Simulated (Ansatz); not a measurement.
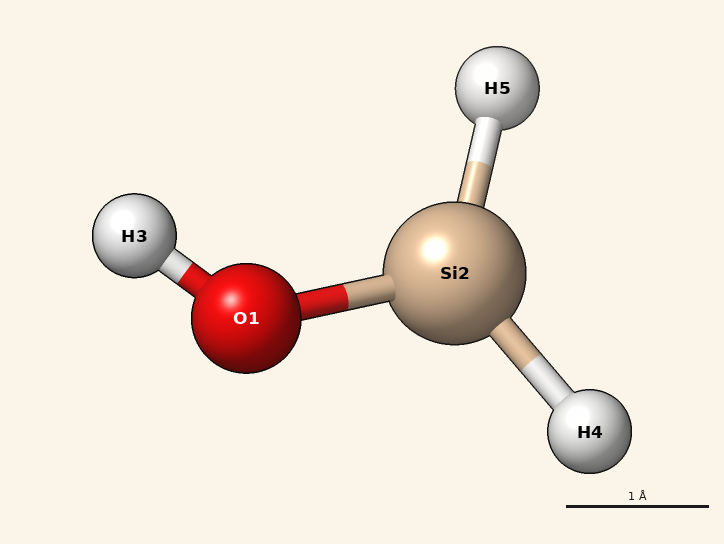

The atoms are numbered. Charge +1, singlet. The computed structure is the end point of a PBE-D4/def2-SVP optimisation. No frequency run is at hand to confirm it as a minimum.

Give the bond lengths.

```json
{"bond": "O1–Si2", "length (Å)": "1.605"}
{"bond": "O1–H3", "length (Å)": "0.982"}
{"bond": "Si2–H4", "length (Å)": "1.483"}
{"bond": "Si2–H5", "length (Å)": "1.490"}
```
